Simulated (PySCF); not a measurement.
# CoCl (triplet): what the fields show

```xyz
2

Co    0.0000    0.0000   -0.7839
Cl    0.0000    0.0000    1.3211
```

Level of theory: PBE0/def2-TZVPP, non-relativistic Hamiltonian with scalar-relativistic core potentials where named, at a bond length of 2.105 Å (PySCF 2.14.0).

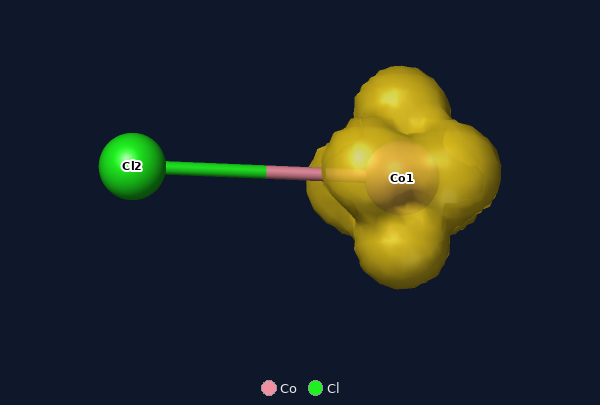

Figure 1. Isosurfaces of the spin density at +0.3 (yellow) and −0.3 e/Å³ (cyan), seen from one side.

**Describe the spin distribution.**

The unpaired spin (2 electrons) lies mostly on Co1 (about 2.0), in electrons by Hirshfeld's partition. Only one sign reaches the isovalue.

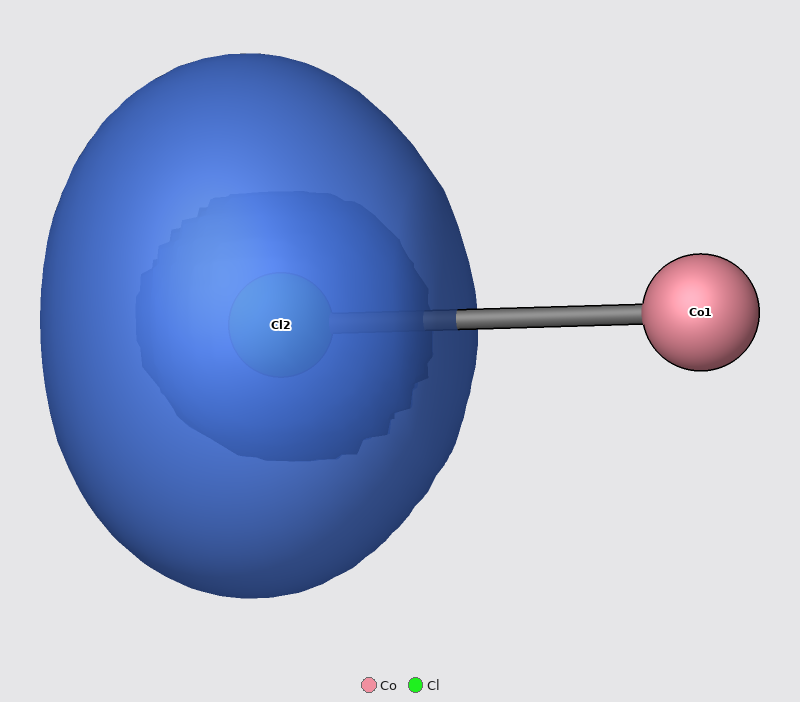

Figure 2. Isosurface of the electron localisation function at 0.75 (blue), seen from one side. Only the valence region is drawn (cores and ρ < 0.01 e/Å³ removed).

**What do the ELF domains correspond to?**

At this value the surface marks out one region wrapped around Cl (its valence shell).


Co–Cl (2.10 Å): the ELF peaks at about 0.80 in the valence shell of Cl, 0.8 Å from its nucleus, and is about 0.40 at the midpoint.

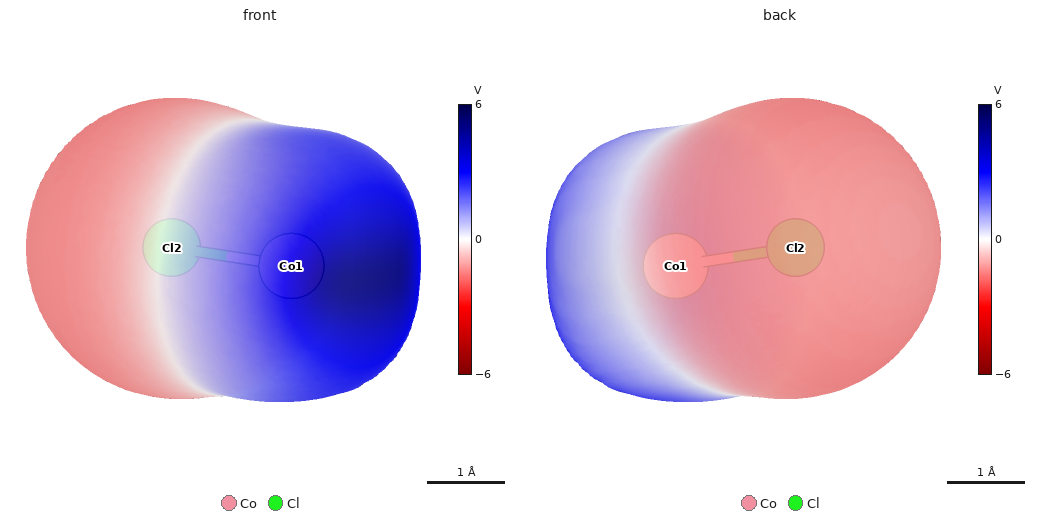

Figure 3. The molecular electrostatic potential painted on the density surface at 0.002 e/bohr³, seen from the front and from behind; the colour scale runs from red (negative) to blue (positive).

**Which sites attract a positive test charge, and which a negative one?**

A positive charge is drawn to the negative regions and a negative charge to the positive ones. The most negative region (about −1.3 V, or −30 kcal/mol for a unit charge) lies over Cl2, the most positive (about +5.1 V, or +118 kcal/mol for a unit charge) over Co1.
